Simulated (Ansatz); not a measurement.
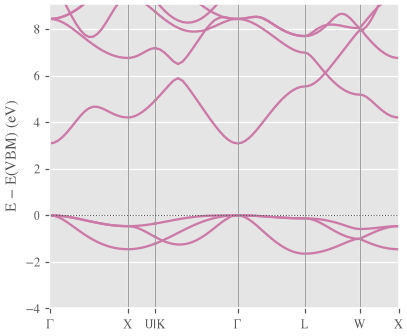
Figure: Band structure from r²SCAN in the plane-wave PAW code Ansatz

Question: Read off the gap and where the band edges lie.

Answer: About 3.1 eV (3.09 eV by a search for the band edges); maximum at Γ, minimum at Γ.

The material is Na₂S (anti-fluorite, Fm-3m).

The cell was relaxed with r²SCAN under the symmetry of its start.

Potentials: the later of the program's two PAW sets.
